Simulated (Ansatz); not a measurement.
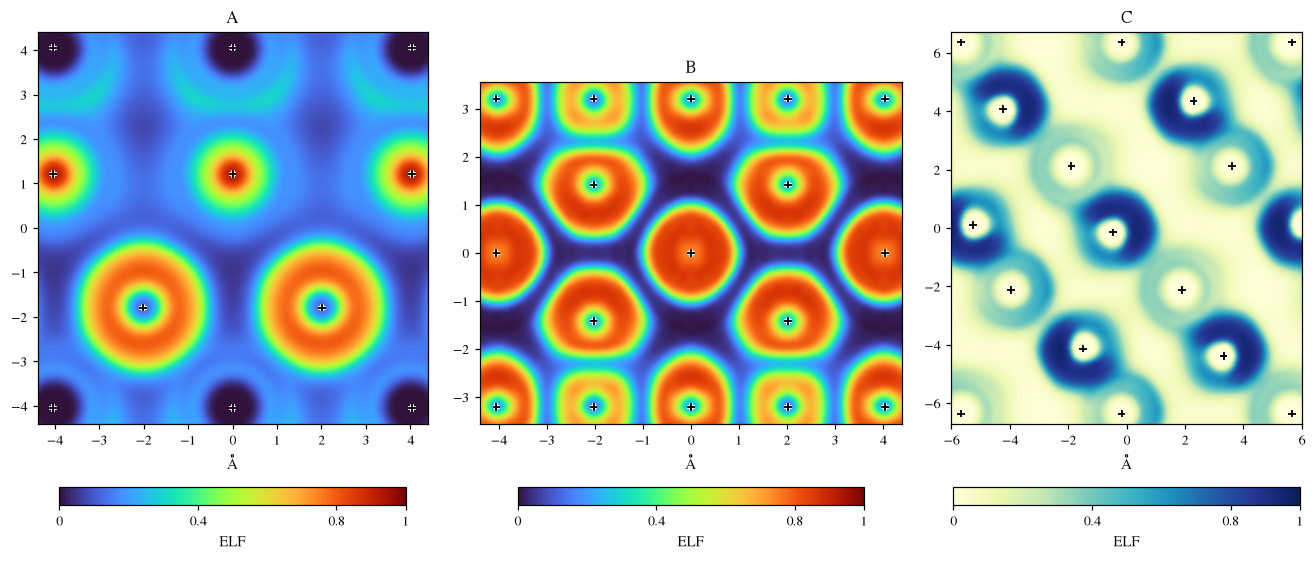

The ELF of 3 systems, each on a plane through atoms (crosses mark nuclei in the plane).

Level of theory: Ansatz 0.2.0, DFT PBE, scalar-relativistic, plane waves, PAW.

System 1: Zn2Cd3Se, the (100) plane of the conventional cell. Space group P-4m2; a structure from a database of computed crystals, not necessarily the ambient phase; a generated structure, not necessarily the stable one.

```yaml
crystal:
  lattice:
    - [4.03567, 0.00000, 0.00000]
    - [0.00000, 4.03567, 0.00000]
    - [0.00000, 0.00000, 8.10834]
  atoms:
    - { symbol: Zn, position: [0.50000, 0.00000, 0.72076] }
    - { symbol: Zn, position: [0.00000, 0.50000, 0.27924] }
    - { symbol: Cd, position: [0.50000, 0.00000, 0.37056] }
    - { symbol: Cd, position: [0.00000, 0.50000, 0.62944] }
    - { symbol: Cd, position: [0.00000, 0.00000, 0.00000] }
    - { symbol: Se, position: [0.50000, 0.50000, 0.00000] }
```

System 2: SnGeP6, the (110) plane of the conventional cell. Space group R3m; a generated structure, not necessarily the stable one; changed on purpose from its base cell (volume × 1.10, shape and atoms relaxed); computed pressure about −3 GPa in this cell.

```
Sn Ge P
1.0
     7.34070    0.00000    0.00000
    -3.67035    6.35723    0.00000
     0.00000    0.00000   11.34502
Sn Ge P
3 3 18
Direct
  0.66667 0.33333 0.08280
  0.33333 0.66667 0.41613
  0.00000 0.00000 0.74946
  0.00000 0.00000 0.23438
  0.66667 0.33333 0.56771
  0.33333 0.66667 0.90105
  0.17497 0.34995 0.11861
  0.84164 0.68328 0.45194
  0.50831 0.01662 0.78527
  0.02444 0.51222 0.20911
  0.69111 0.84555 0.54245
  0.35778 0.17889 0.87578
  0.17497 0.82503 0.11861
  0.84164 0.15836 0.45194
  0.50831 0.49169 0.78527
  0.65005 0.82503 0.11861
  0.31672 0.15836 0.45194
  0.98338 0.49169 0.78527
  0.48778 0.97556 0.20911
  0.15445 0.30889 0.54245
  0.82111 0.64222 0.87578
  0.48778 0.51222 0.20911
  0.15445 0.84555 0.54245
  0.82111 0.17889 0.87578
```

System 3: CaRu2O5, the (100) plane of the conventional cell. Space group P4/mmm; a generated structure, not necessarily the stable one; changed on purpose from its base cell (volume × 0.97, shape and atoms relaxed); computed pressure about 2 GPa in this cell; the program warned that a starting moment wasn't kept; spin-polarised, but the moments vanished.

```
CELL_PARAMETERS angstrom
4.04795 0.00000 0.00000
0.00000 4.04795 0.00000
0.00000 0.00000 6.41740
ATOMIC_POSITIONS crystal
Ca 0.50000 0.50000 0.50000
Ru 0.50000 0.00000 0.00000
Ru 0.00000 0.50000 0.00000
O 0.50000 0.50000 0.00000
O 0.00000 0.50000 0.72094
O 0.50000 0.00000 0.27906
O 0.00000 0.50000 0.27906
O 0.50000 0.00000 0.72094
```

### Match each panel to its system.

Panel A is system 1, Zn2Cd3Se: the plane holds Zn, Cd and Se. Zn–Se (3.03 Å): the ELF is about 0.30 at the midpoint and 0.15 at its lowest between the atoms. Panel B is system 3, CaRu2O5: the plane holds Ca, Ru and O. Ru–O (1.79 Å): the ELF peaks at about 0.80 in the valence shell of O, 0.5 Å from its nucleus, and drops to about 0.25 between the two atoms (no shared electron pair shows on this line). Panel C is system 2, SnGeP6: the plane holds Sn, Ge and P. Ge–P (2.58 Å): the ELF peaks at about 0.90 in the valence shell of P, 0.8 Å from its nucleus, and is about 0.75 at the midpoint.
